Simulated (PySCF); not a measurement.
**C2H6Be, SMILES `C[Be]C`: what the electrons do**

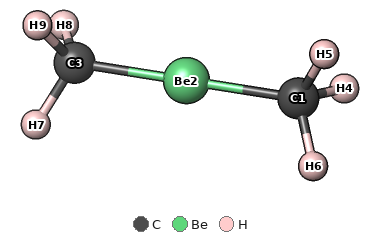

The molecule, with its atoms numbered as below. No frequency check shows the geometry to be a minimum.

Geometry (Å), atoms numbered from 1:

```
C1       1.7249   -0.0002    0.0000
Be2      0.0000    0.0008    0.0000
C3      -1.7250   -0.0002    0.0000
H4       2.1701    0.7579    0.6455
H5       2.1701   -0.9381    0.3336
H6       2.1701    0.1801   -0.9792
H7      -2.1701    0.4684   -0.8785
H8      -2.1701    0.5265    0.8449
H9      -2.1701   -0.9950    0.0336
```

### 1. Bonding charge

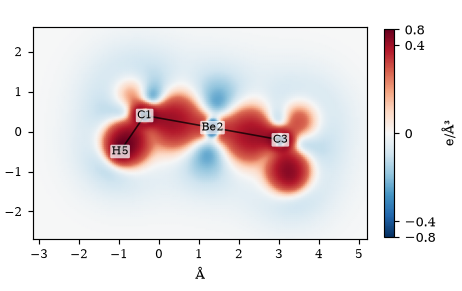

Deformation density (molecule less spherical, spin-averaged free atoms) in the plane of C1, Be2, C3 and H5; colour scale in e/Å³, logarithmic beyond ±0.1; red: gain, blue: loss.

Level of theory: ωB97X/def2-TZVP (PySCF), at a geometry from GFN2-xTB.

> Describe the bonding that the map shows.

C1–H5: +0.66 e/Å³ at the bond critical point (bond length 1.09 Å, Mayer order 1.0). C1–Be2 and Be2–C3: +0.26 e/Å³ at the bond critical point (bond length 1.73 Å, Mayer order 1.0). In all, 2.1 electrons gather in the regions of gain relative to the promolecule.

> Where do the Hirshfeld charges lie?

The highest Hirshfeld charge is on Be2 (+0.43 e), the lowest on C1 and C3 (−0.30 e).

### 2. Bond critical points

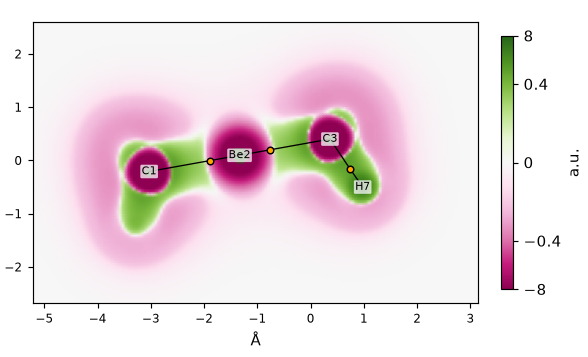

Negative Laplacian of the density (−∇²ρ) in the plane of C1, Be2, C3 and H7 (green positive, pink negative, colour scale in a.u., logarithmic beyond ±0.04), with bond paths and bond critical points (dots).

> At which bond critical points in this plane is charge locally concentrated, and at which depleted?

Concentrated (∇²ρ < 0): C3–H7 (−0.87 a.u.). Depleted (∇²ρ > 0): C1–Be2 and Be2–C3 (+0.29 a.u., H = −0.029). A positive Laplacian with negative H is typical of metal–ligand bonds.

> Where along C1–Be2 does the critical point lie?

1.15 Å from C1 and 0.57 Å from Be2.

### 3. Local ionisation energy

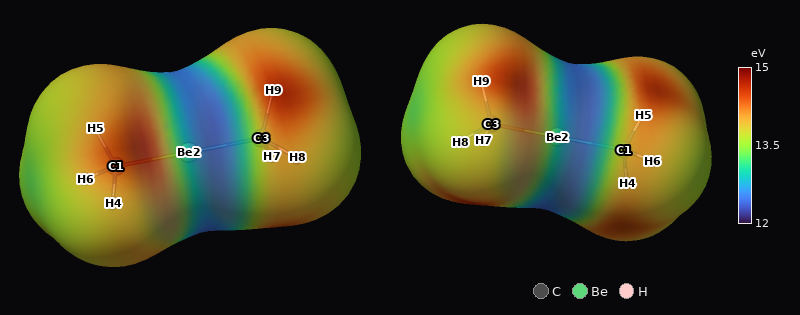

Average local ionisation energy on the surface of electron density 0.001 a.u. (back view left, front view right).

> Locate the minima of the map.

The lowest value is 12.4 eV, 1.8 Å from Be2, and at like points elsewhere. Further minima include 13.3 eV, near H6 (1.76 Å) and H4 (1.86 Å), over C1 (2.0 Å), and at like points elsewhere. For comparison, the highest occupied orbital lies at −10.6 eV.

> What volume does the surface enclose, and what is the dipole moment?

About 89 Å³; the dipole moment is 0.0 D.

### 4. In an electric field

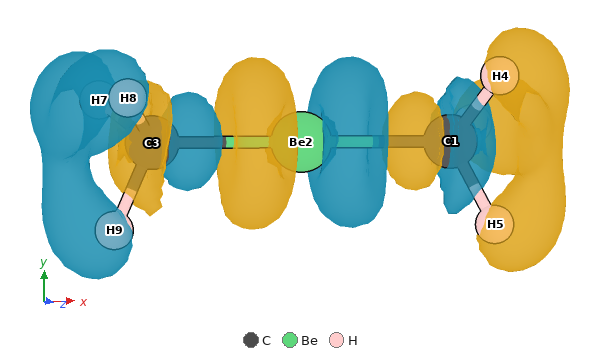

Change of the electron density in a uniform field of 0.21 V/Å, surfaces at ±0.002 e/Å³ (yellow: gain, teal: loss).

PySCF calculation, ωB97X/def2-TZVP, gas phase; geometry: GFN2-xTB. A basis without diffuse functions makes polarisabilities too small.

The field was applied in both directions; the picture shows the one opposite to the script's first.

> Along which Cartesian direction does the field point?

Along −x: electrons gather on the +x side, against the field.

> How large is the response?

The induced dipole is 0.47 D (along the field); α along this axis, from the fields in both directions, is 47 bohr³ (6.9 Å³).

### 5. Removing or adding an electron

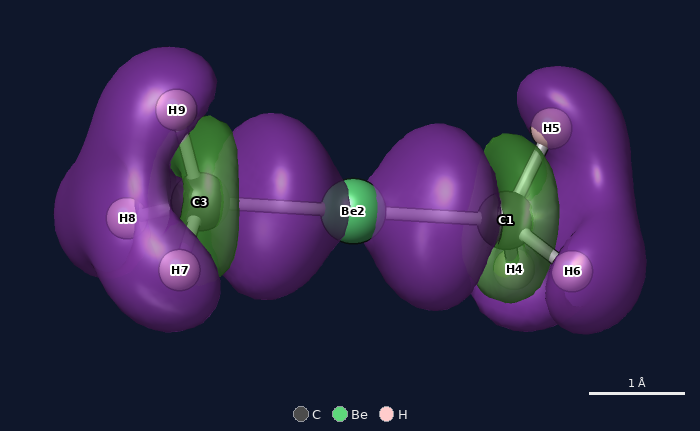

Fukui function f⁻ = ρ(N) − ρ(N−1) at fixed geometry, surfaces at ±0.02 e/Å³ (purple positive, green negative).

> Which atoms respond most to the removal of an electron?

f⁻ (Hirshfeld-condensed) is largest on C1 and C3 (0.18 each) and Be2 (0.17); the vertical ionisation energy is 10.66 eV. Condensed values hint at sites of electrophilic attack but needn't mark the atom that reacts. Shares this close don't rank the sites. Orbital relaxation makes it negative in places (0.17 e in all).
